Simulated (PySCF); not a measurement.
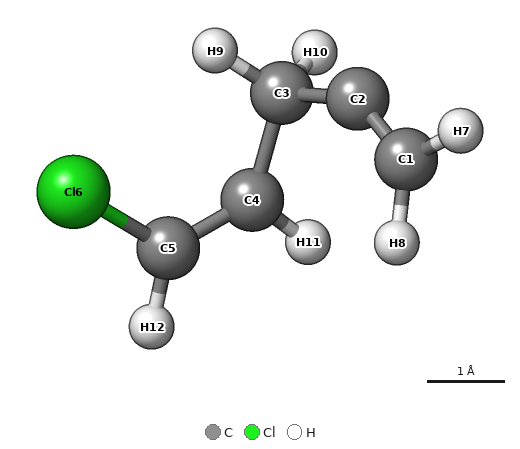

*The input geometry (ball-and-stick view, seen at a tilt; atoms are numbered from 1 in the order of the input).*

Bond lengths as drawn: C–C 1.29 to 1.50 Å, C–Cl 1.72 Å and C–H 1.08 to 1.09 Å.

# EPR calculation, with input and output: C5H6Cl

- system: C5H6Cl, multiplicity 2
- method: UKS B3LYP, pcH-1 on C Cl H, non-relativistic, mean-field spin-orbit, GIAO (PySCF 2.14.0)

It belongs to a series of runs on one base structure; here: H added to sp C.

**What the program printed**
```
UKS, coarse grid
  cycle   1  E = -654.19650537  |g| = 2.90e-01
  cycle   2  E = -654.19042197  |g| = 3.03e-01
  cycle   3  E = -654.23443046  |g| = 8.57e-02
  cycle   4  E = -654.23759878  |g| = 3.71e-02
  cycle   5  E = -654.23829044  |g| = 8.22e-03
  cycle   6  E = -654.23833065  |g| = 6.05e-03
  cycle   7  E = -654.23835670  |g| = 2.40e-03
  cycle   8  E = -654.23836539  |g| = 1.05e-03
  cycle   9  E = -654.23836945  |g| = 4.34e-04
UKS, final grid
  cycle   1  E = -654.23840693  |g| = 3.73e-04
  cycle   2  E = -654.23840700  |g| = 4.27e-04
  cycle   3  E = -654.23840710  |g| = 1.37e-04
  cycle   4  E = -654.23840712  |g| = 9.84e-05
  cycle   5  E = -654.23840715  |g| = 3.41e-05
  cycle   6  E = -654.23840715  |g| = 8.90e-06
E = -654.23840715 Eh   <S^2> = 0.7586 (exact 0.7500)
g shifts (ppm)      1          2          3
  rmc          -153       -153       -153
  gc             35          9         -4
  oz_so        -675        280        920
  total        -794        135        762
hyperfine (MHz)  atom isotope    a_iso     a_fc   dipolar eigenvalues
    0   13C      -8.91      -8.92    -17.02      1.91     15.11
    1   13C     254.78     254.92    -81.35    -61.55    142.91
    2   13C      17.32      17.32     -4.40     -3.45      7.85
    3   13C      58.65      58.66     -8.71     -3.84     12.54
    4   13C       4.40       4.37     -4.80     -3.52      8.33
    5  35Cl       0.88       0.88     -1.89     -1.15      3.04
    6    1H     121.38     121.38     -6.31     -5.13     11.44
    7    1H     178.78     178.78     -4.34     -1.87      6.21
    8    1H      19.26      19.26     -6.52     -5.03     11.55
    9    1H      30.83      30.83     -6.61     -5.43     12.04
   10    1H      -1.54      -1.54     -3.61     -1.72      5.33
   11    1H       1.76       1.75     -2.65     -1.02      3.67
```

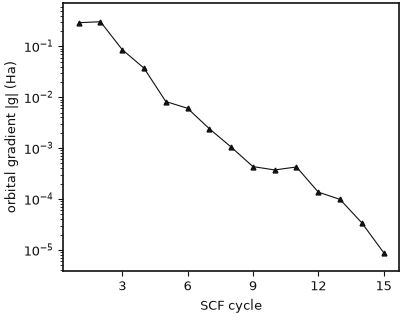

*Convergence of the self-consistent field: orbital gradient |g| against the SCF cycle.*

All cycles printed in the log are drawn one after another.

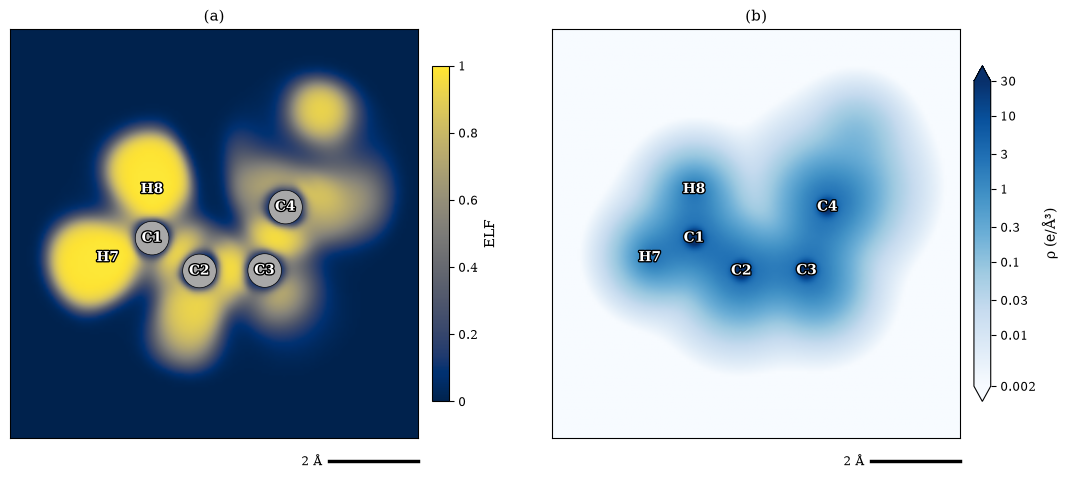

*(a) electron localisation function; (b) electron density on the plane of atoms C2, C1 and H8. Grey discs, where drawn, cover atomic cores.*

The section cuts through C and H sites. C–C (1.29 Å): ρ is about 2.4 e/Å³ halfway; the ELF peaks at about 0.90 between the atoms (a double or triple bond).

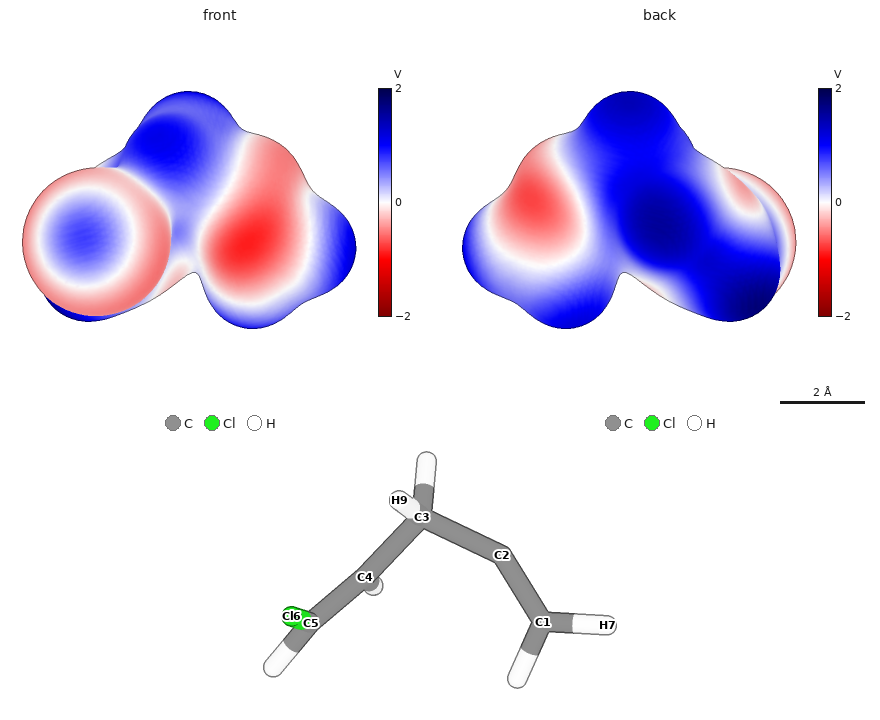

*The molecular electrostatic potential painted on the density surface at 0.004 e/bohr³, seen face on and from behind; the colour scale runs from red (negative) to blue (positive). The bare structure is drawn below in the same view.*

This output came from the following input.

**The input**
```
{"job": {"kind": "epr", "basis": "pcH-1"}, "charge": 0, "multiplicity": 2}
C      1.752315    -1.097738     0.423667
C      1.443023    -0.022942    -0.222860
C      0.341251     0.783685    -0.742516
C     -0.943108     0.045594    -0.501154
C     -1.792875     0.284987     0.487040
Cl    -1.610995     1.579581     1.611236
H      2.781516    -1.356122     0.630235
H      1.029574    -1.817034     0.815262
H      0.327375     1.749356    -0.231596
H      0.484836     0.955900    -1.812947
H     -1.132907    -0.801602    -1.144585
H     -2.678806    -0.304350     0.662189
```

The first line tells a small driver script what to run in PySCF; the rest is the geometry in Å.

Launch command:
```bash
OMP_NUM_THREADS=1 python <driver script> task.json out
```

**Results in brief**

```tsv
quantity	value
outcome	converged
total energy	−654.238407 hartree
⟨S²⟩	0.759
isotropic g	2.0024
hardware	1 CPU thread, shared host
wall time	50 s
peak memory	0.77 GiB
```
